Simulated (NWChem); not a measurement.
## Energy and gradient calculation of C$_{2}$H$_{4}$F$_{2}$O (part 1 of 2)

- system: C$_{2}$H$_{4}$F$_{2}$O, SMILES FCOCF
- method: HF/STO-3G, RHF (NWChem 7.3.0)

The geometry comes from this level: PBE0-D4/def2-TZVP.

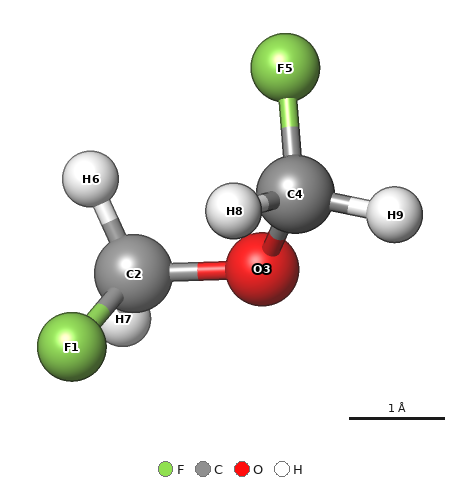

Fig. 1: The input geometry (ball-and-stick view, seen at a tilt; atoms are numbered from 1 in the order of the input). Bond lengths as drawn: C–F 1.38 Å, C–H 1.09 Å and C–O 1.38 Å.

The input
```
start c2h4f2o
memory stack 880 mb heap 220 mb global 1100 mb
charge 0
geometry noautosym nocenter noautoz
  F       -1.734200       0.805200      -0.245200
  C       -0.460700       0.758500      -0.762300
  O        0.071100      -0.508000      -0.618700
  C        0.447400      -0.834700       0.669300
  F        1.603900      -0.174500       1.013000
  H        0.132500       1.512200      -0.235900
  H       -0.517700       0.959900      -1.832000
  H       -0.316800      -0.555400       1.400900
  H        0.648400      -1.905900       0.679800
end
basis spherical bse
  F library STO-3G
  C library STO-3G
  O library STO-3G
  H library STO-3G
end
scf
  thresh 1e-08
  maxiter 80
end
task scf gradient
```

Launched with:
```bash
nwchem c2h4f2o.nw > c2h4f2o.out
```

What the program printed
```
Northwest Computational Chemistry Package (NWChem) 7.3.0
             --------------------------------------------------------

           Job information
           ---------------

    nwchem branch   = 7.3.0
    use scalapack   = T
    input           = c2h4f2o.nw
    prefix          = c2h4f2o.
    data base       = ./c2h4f2o.db
    status          = startup
    nproc           =        1

           Memory information
           ------------------

    heap     =     28835834 doubles =      220.0 Mbytes
    stack    =    115343359 doubles =      880.0 Mbytes
    global   =    144179200 doubles =     1100.0 Mbytes (distinct from heap & stack)
    total    =    288358393 doubles =     2200.0 Mbytes
    verify   = yes
    hardfail = no

           Directory information
           ---------------------

  0 permanent = .
  0 scratch   = .

                                NWChem Input Module
                                -------------------

 Scaling coordinates for geometry "geometry" by  1.889725989
 (inverse scale =  0.529177249)

                             Geometry "geometry" -> ""
                             -------------------------

 Output coordinates in angstroms (scale by  1.889725989 to convert to a.u.)

  No.       Tag          Charge          X              Y              Z
 ---- ---------------- ---------- -------------- -------------- --------------
    1 F                    9.0000    -1.73420000     0.80520000    -0.24520000
    2 C                    6.0000    -0.46070000     0.75850000    -0.76230000
    3 O                    8.0000     0.07110000    -0.50800000    -0.61870000
    4 C                    6.0000     0.44740000    -0.83470000     0.66930000
    5 F                    9.0000     1.60390000    -0.17450000     1.01300000
    6 H                    1.0000     0.13250000     1.51220000    -0.23590000
    7 H                    1.0000    -0.51770000     0.95990000    -1.83200000
    8 H                    1.0000    -0.31680000    -0.55540000     1.40090000
    9 H                    1.0000     0.64840000    -1.90590000     0.67980000

      Atomic Mass
      -----------

      F                 18.998400
      C                 12.000000
      O                 15.994910
      H                  1.007825

 Effective nuclear repulsion energy (a.u.)     193.1082527853

            Nuclear Dipole moment (a.u.)
            ----------------------------
        X                 Y               Z
 ---------------- ---------------- ----------------
    -1.3932949714     2.2032315301     2.6747181642

            XYZ format geometry
            -------------------
     9
 geometry
 F                    -1.73420000     0.80520000    -0.24520000
 C                    -0.46070000     0.75850000    -0.76230000
 O                     0.07110000    -0.50800000    -0.61870000
 C                     0.44740000    -0.83470000     0.66930000
 F                     1.60390000    -0.17450000     1.01300000
 H                     0.13250000     1.51220000    -0.23590000
 H                    -0.51770000     0.95990000    -1.83200000
 H                    -0.31680000    -0.55540000     1.40090000
 H                     0.64840000    -1.90590000     0.67980000

 ==============================================================================
                                internuclear distances
 ------------------------------------------------------------------------------
       center one      |      center two      | atomic units |  angstroms
 ------------------------------------------------------------------------------
    2 C                |   1 F                |     2.59889  |     1.37527
    3 O                |   2 C                |     2.60991  |     1.38111
    4 C                |   3 O                |     2.60979  |     1.38104
    5 F                |   4 C                |     2.59896  |     1.37531
    6 H                |   2 C                |     2.06754  |     1.09410
    7 H                |   2 C                |     2.05977  |     1.08999
    8 H                |   4 C                |     2.06772  |     1.09419
    9 H                |   4 C                |     2.05970  |     1.08995
 ------------------------------------------------------------------------------
                         number of included internuclear distances:          8
 ==============================================================================

 ==============================================================================
                                 internuclear angles
 ------------------------------------------------------------------------------
        center 1       |       center 2       |       center 3       |  degrees
 ------------------------------------------------------------------------------
    1 F                |   2 C                |   3 O                |   110.40
    1 F                |   2 C                |   6 H                |   107.32
    1 F                |   2 C                |   7 H                |   108.32
    3 O                |   2 C                |   6 H                |   111.90
    3 O                |   2 C                |   7 H                |   106.95
    6 H                |   2 C                |   7 H                |   111.92
    2 C                |   3 O                |   4 C                |   114.76
    3 O                |   4 C                |   5 F                |   110.40
    3 O                |   4 C                |   8 H                |   111.89
    3 O                |   4 C                |   9 H                |   106.96
    5 F                |   4 C                |   8 H                |   107.32
    5 F                |   4 C                |   9 H                |   108.32
    8 H                |   4 C                |   9 H                |   111.91
 ------------------------------------------------------------------------------
                            number of included internuclear angles:         13
 ==============================================================================

                      Basis "ao basis" -> "" (spherical)
                      -----
  [basis functions not shown]

 Summary of "ao basis" -> "" (spherical)
 ------------------------------------------------------------------------------
       Tag                 Description            Shells   Functions and Types
 ---------------- ------------------------------  ------  ---------------------
 F                           STO-3G                  3        5   2s1p
 C                           STO-3G                  3        5   2s1p
 O                           STO-3G                  3        5   2s1p
 H                           STO-3G                  1        1   1s

                                 NWChem SCF Module
                                 -----------------

  ao basis        = "ao basis"
  functions       =    29
  atoms           =     9
  closed shells   =    21
  open shells     =     0
  charge          =   0.00
  wavefunction    = RHF
  input vectors   = atomic
  output vectors  = ./c2h4f2o.movecs
  use symmetry    = F
  symmetry adapt  = F

 Summary of "ao basis" -> "ao basis" (spherical)
 ------------------------------------------------------------------------------
       Tag                 Description            Shells   Functions and Types
 ---------------- ------------------------------  ------  ---------------------
 F                           STO-3G                  3        5   2s1p
 C                           STO-3G                  3        5   2s1p
 O                           STO-3G                  3        5   2s1p
 H                           STO-3G                  1        1   1s

 Forming initial guess at       0.0s

      Superposition of Atomic Density Guess
      -------------------------------------

 Sum of atomic energies:        -346.00348881

      Non-variational initial energy
      ------------------------------

 Total energy =    -346.463837
 1-e energy   =    -868.801659
 2-e energy   =     329.229569
 HOMO         =      -0.218985
 LUMO         =       0.508364

 Starting SCF solution at       0.1s

 ----------------------------------------------
         Quadratically convergent ROHF

 Convergence threshold     :          1.000E-08
 Maximum no. of iterations :           80
 Final Fock-matrix accuracy:          1.000E-10
 ----------------------------------------------

              iter       energy          gnorm     gmax       time
             ----- ------------------- --------- --------- --------
                 1     -346.8739444435  1.30D+00  5.92D-01      0.3
                 2     -347.0303278462  3.51D-01  1.01D-01      0.7
                 3     -347.0409192312  7.68D-02  2.44D-02      1.0
                 4     -347.0414817025  2.94D-03  8.58D-04      1.5
                 5     -347.0414827430  6.94D-06  2.20D-06      2.3
                 6     -347.0414827430  7.83D-10  3.92D-10      3.4

       Final RHF  results
       ------------------

         Total SCF energy =   -347.041482743039
      One-electron energy =   -867.537440199071
      Two-electron energy =    327.387704670765
 Nuclear repulsion energy =    193.108252785267

        Time for solution =      3.2s

             Final eigenvalues
             -----------------

              1
    1  -25.9342
    2  -25.9341
    3  -20.3012
    4  -11.1803
    5  -11.1800
    6   -1.5147
    7   -1.5027
    8   -1.3431
    9   -0.9310
   10   -0.8233
   11   -0.6887
   12   -0.6759
   13   -0.6100
   14   -0.5926
   15   -0.5696
   16   -0.5050
   17   -0.4531
   18   -0.4472
   19   -0.4277
   20   -0.3881
   21   -0.3785
   22    0.5537
   23    0.5714
   24    0.6173
   25    0.6423
   26    0.6666
   27    0.6823
   28    0.6955
   29    0.7979

                       ROHF Final Molecular Orbital Analysis
                       -------------------------------------

 Vector    8  Occ=2.000000D+00  E=-1.343090D+00
              MO Center=  3.8D-02, -3.1D-01, -3.7D-01, r^2= 1.1D+00
   Bfn.  Coefficient  Atom+Function         Bfn.  Coefficient  Atom+Function
  ----- ------------  ---------------      ----- ------------  ---------------
    12      0.755514  3 O  s                  2     -0.253601  1 F  s
    22     -0.253653  5 F  s                 11     -0.212449  3 O  s

 Vector    9  Occ=2.000000D+00  E=-9.309924D-01
              MO Center=  7.1D-03, -1.2D-01, -1.5D-01, r^2= 2.6D+00
   Bfn.  Coefficient  Atom+Function         Bfn.  Coefficient  Atom+Function
  ----- ------------  ---------------      ----- ------------  ---------------
     7      0.459491  2 C  s                 17     -0.459417  4 C  s
     2     -0.227434  1 F  s                 22      0.227373  5 F  s
    14      0.199545  3 O  py                15     -0.174875  3 O  pz
     6     -0.150479  2 C  s                 16      0.150455  4 C  s

 Vector   10  Occ=2.000000D+00  E=-8.232753D-01
              MO Center= -2.4D-02,  6.9D-02,  8.5D-02, r^2= 3.1D+00
   Bfn.  Coefficient  Atom+Function         Bfn.  Coefficient  Atom+Function
  ----- ------------  ---------------      ----- ------------  ---------------
     7      0.386774  2 C  s                 12     -0.387154  3 O  s
    17      0.386852  4 C  s                  2     -0.230673  1 F  s
    22     -0.230708  5 F  s                 26      0.192706  6 H  s
    28      0.192678  8 H  s                  9      0.179405  2 C  py
    20      0.170549  4 C  pz                 3      0.161435  1 F  px
```
